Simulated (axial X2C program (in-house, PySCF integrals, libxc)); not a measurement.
# TiC⁺: properties at the nuclei

Wanted for TiC⁺: properties at the nuclei, at the two-component level.

Computed with an in-house X2C program for linear molecules on PySCF integrals. Level: two-component X2C with atomic mean-field terms, Ti dyall-cv3z, C dyall-v3z.

All values are calculated.

## Step 1: Set-up

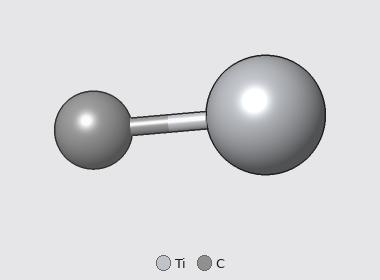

The two atoms at 1.840 Å (titanium light grey, carbon grey).

Input file task.json:

```json
{"zs": [22, 6], "q": 1, "bas": ["dyall-cv3z", "dyall-v3z"], "r0": 1.84, "levels": ["PBE0", "HF", "PBE", "B3LYP", "LDA"], "nst": 3}
```

Keys: zs atomic numbers; q charge; bas basis sets; r0 starting distance in Å; levels methods (HF also brings MP2); nst determinants followed.

On the command line:

```sh
$ python soeom.py task.json out
```

Nuclei are Gaussian, cores are contracted, and the Gaunt term is on.

## Step 2: Expectation values, lowest determinant

R = 1.621 Å. State: Ω = 1/2 (excess of +ω over −ω: ω = 1/2).

Output of the PBE0 run:

```text
two-component X2C + atomic mean field  PBE0
basis functions 158  fitting functions 909  grid points 5071
iter        total energy     max residual
   1       -891.062466064     2.90e-05
   2       -891.062466104     4.84e-05
   3       -891.062466133     1.78e-05
   4       -891.062466163     9.74e-06
   5       -891.062466176     2.62e-06
   6       -891.062466176     1.05e-06
converged
one-electron -1299.23927673  Coulomb 412.61806599  exact exchange -11.56741926  xc functional -35.77169146  nuclear repulsion 43.09154339  atomic mean-field constant -0.19368812
```

The highest occupied spinor is 57% Ti d, 37% C p, 2% Ti p.

```csv
level,Eeff magnitude (GV/cm),Ws magnitude Ti (kHz),A∥/gI Ti (MHz),qzz Ti (a.u.),A∥/gI C (MHz),qzz C (a.u.)
PBE0,0.00926,0.00129,38.1,-1.60,180,0.33
HF,0.0299,0.00213,310,-1.71,228,-0.04
PBE,0.0302,0.0292,72.4,-1.76,200,0.37
B3LYP,0.00523,0.00424,39.8,-1.71,187,0.36
LDA,0.0376,0.0346,70,-1.85,197,0.39
```

Eeff is the effective electric field on the electron dipole moment in this Ω state and Ws the scalar–pseudoscalar constant (defined with the proton number Z and per Ω); A∥ is the parallel hyperfine constant, which follows by multiplying with the nuclear g factor gI = μI/(I μN); qzz is the electric field gradient, eQq0 = 234.96 MHz × Q/barn × qzz. The operators were transformed with the bare-nucleus X2C matrices.

## Step 3: Expectation values, a higher determinant

R = 1.621 Å. State: Ω = 3/2 (excess of +ω over −ω: ω = 3/2), 0.92 eV above the lowest in the PBE0 search for states (made at or near this distance, with looser thresholds).

Output of the PBE0 run:

```text
two-component X2C + atomic mean field  PBE0
basis functions 158  fitting functions 909  grid points 5071
iter        total energy     max residual
   1       -891.028578976     1.27e-05
   2       -891.028578975     3.14e-05
   3       -891.028578986     6.37e-06
   4       -891.028578988     3.69e-06
   5       -891.028578989     8.74e-07
converged
one-electron -1299.14671687  Coulomb 412.55587653  exact exchange -11.56853448  xc functional -35.76705945  nuclear repulsion 43.09154339  atomic mean-field constant -0.19368812
```

The highest occupied spinor is 48% Ti d, 33% C p, 8% C s.

```csv
level,Eeff magnitude (GV/cm),Ws magnitude Ti (kHz),A∥/gI Ti (MHz),qzz Ti (a.u.),A∥/gI C (MHz),qzz C (a.u.)
PBE0,0.00791,0.00788,73.8,-2.02,37.8,-0.43
HF,0.0977,0.0351,95.9,-2.11,106,-0.22
PBE,0.006,0.00364,64.4,-2.29,37.9,-0.49
B3LYP,0.0118,0.00857,72.7,-2.16,46.1,-0.43
LDA,0.00708,0.00355,61.1,-2.40,42,-0.49
```

## Step 4: Expectation values, a higher determinant

R = 1.621 Å. State: Ω = 3/2 (excess of +ω over −ω: ω = 3/2), 1.23 eV above the lowest in the PBE0 search for states (made at or near this distance, with looser thresholds).

Output of the PBE0 run:

```text
two-component X2C + atomic mean field  PBE0
basis functions 158  fitting functions 909  grid points 5071
iter        total energy     max residual
   1       -891.017292837     1.98e-05
   2       -891.017292863     2.80e-05
   3       -891.017292875     1.33e-05
   4       -891.017292891     8.75e-06
   5       -891.017292901     2.23e-06
   6       -891.017292902     1.20e-06
converged
one-electron -1299.69138167  Coulomb 413.17292162  exact exchange -11.59562847  xc functional -35.80105966  nuclear repulsion 43.09154339  atomic mean-field constant -0.19368812
```

The highest occupied spinor is 99% Ti d.

```csv
level,Eeff magnitude (GV/cm),Ws magnitude Ti (kHz),A∥/gI Ti (MHz),qzz Ti (a.u.),A∥/gI C (MHz),qzz C (a.u.)
PBE0,0.0235,0.0147,362,-0.20,22.1,0.21
HF,0.0382,0.00176,369,-0.14,-29.7,0.02
PBE,0.0637,0.0242,344,-0.36,21,0.21
B3LYP,0.0299,0.0161,347,-0.26,15.7,0.23
LDA,0.0802,0.0285,339,-0.42,19.3,0.21
```

## Step 5: Outcome

| quantity | value |
| --- | --- |
| lowest determinant | Ω = 1/2 (excess of +ω over −ω: ω = 1/2) |
| Eeff magnitude (GV/cm), PBE0 | 0.00926 |
| Ws magnitude Ti (kHz), PBE0 | 0.00129 |
| A∥/gI Ti (MHz), PBE0 | 38.1 |
| qzz Ti (a.u.), PBE0 | -1.60 |
| higher determinant | Ω = 3/2 (excess of +ω over −ω: ω = 3/2) |
| Eeff magnitude (GV/cm), PBE0, higher determinant | 0.00791 |
| Ws magnitude Ti (kHz), PBE0, higher determinant | 0.00788 |
| A∥/gI Ti (MHz), PBE0, higher determinant | 73.8 |
| qzz Ti (a.u.), PBE0, higher determinant | -2.02 |
| higher determinant | Ω = 3/2 (excess of +ω over −ω: ω = 3/2) |
| Eeff magnitude (GV/cm), PBE0, higher determinant | 0.0235 |
| Ws magnitude Ti (kHz), PBE0, higher determinant | 0.0147 |
| A∥/gI Ti (MHz), PBE0, higher determinant | 362 |
| qzz Ti (a.u.), PBE0, higher determinant | -0.20 |

In the first state, the effective field runs from 0.00523 to 0.0376 GV/cm over the mean-field levels, so the levels don't agree on it. The expectation values come from single determinants, which for open shells can mix terms of unlike spin or miss the lowest Ω, so a determinant need not be a state. Eeff is the effective electric field on the electron dipole moment in this Ω state and Ws the scalar–pseudoscalar constant (defined with the proton number Z and per Ω); A∥ is the parallel hyperfine constant, which follows by multiplying with the nuclear g factor gI = μI/(I μN); qzz is the electric field gradient, eQq0 = 234.96 MHz × Q/barn × qzz. The operators were transformed with the bare-nucleus X2C matrices.
